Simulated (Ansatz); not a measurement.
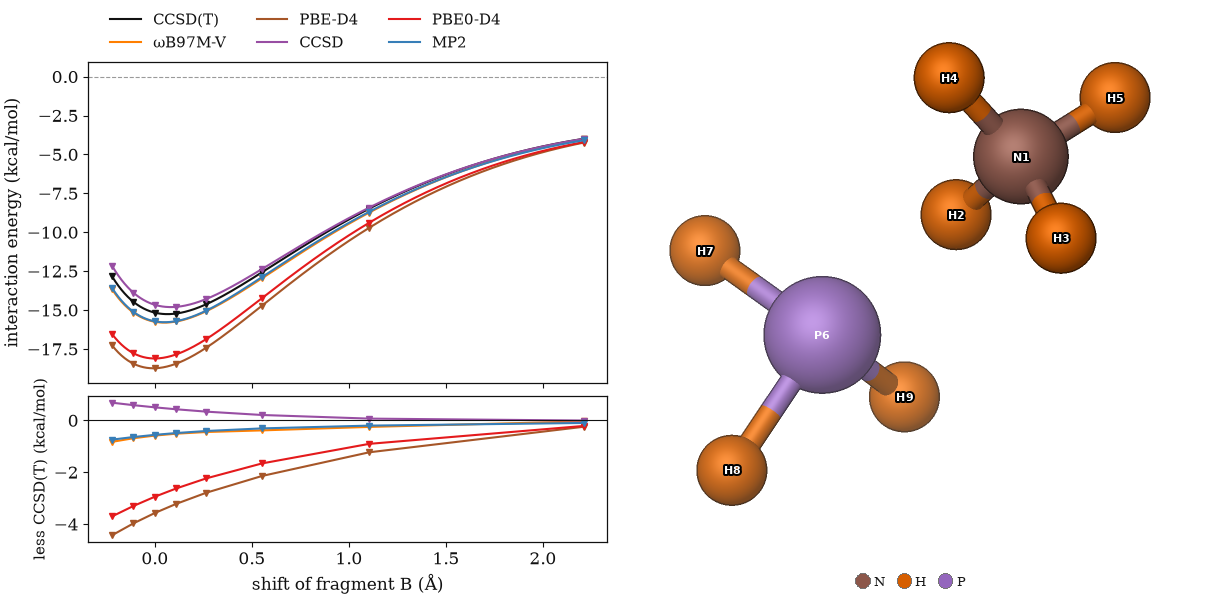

Interaction curve of the pair H₄N⁺ (A) and H₃P (B), SMILES [NH4+].P, from the arrangement drawn (closest contact, H···H pairs aside, H2···P6 2.21 Å; others can bind more strongly), without the energy that it costs to deform the partners. The Ansatz code, def2-TZVPPD, cores frozen in correlated methods. Fragment B of a pair is moved rigidly from the minimum (PBE0-D4/def2-TZVP) along the line between the fragments' mean atom positions; interaction energies with counterpoise. Splines pass through the computed points, which are marked.

**Which curve follows CCSD(T) best, and which worst?**

Best CCSD, worst PBE-D4; largest departures, offsets in depth included: CCSD 0.68, MP2 0.74, ωB97M-V 0.83, PBE0-D4 3.70, PBE-D4 4.43 kcal/mol. CCSD(T) is in the same finite basis, not at its limit.

**Give the values at the computed points.**

In kcal/mol:
```csv
shift of fragment B (Å),CCSD(T),ωB97M-V,PBE-D4,CCSD,PBE0-D4,MP2
−0.22,−12.83,−13.66,−17.27,−12.15,−16.54,−13.58
−0.11,−14.47,−15.16,−18.45,−13.88,−17.78,−15.12
0.00,−15.17,−15.75,−18.74,−14.66,−18.11,−15.73
0.11,−15.22,−15.74,−18.44,−14.79,−17.85,−15.71
0.27,−14.63,−15.07,−17.42,−14.29,−16.86,−15.03
0.55,−12.57,−12.96,−14.71,−12.36,−14.23,−12.88
1.10,−8.48,−8.73,−9.71,−8.41,−9.39,−8.68
2.21,−3.99,−4.03,−4.24,−4.00,−4.21,−4.09
```
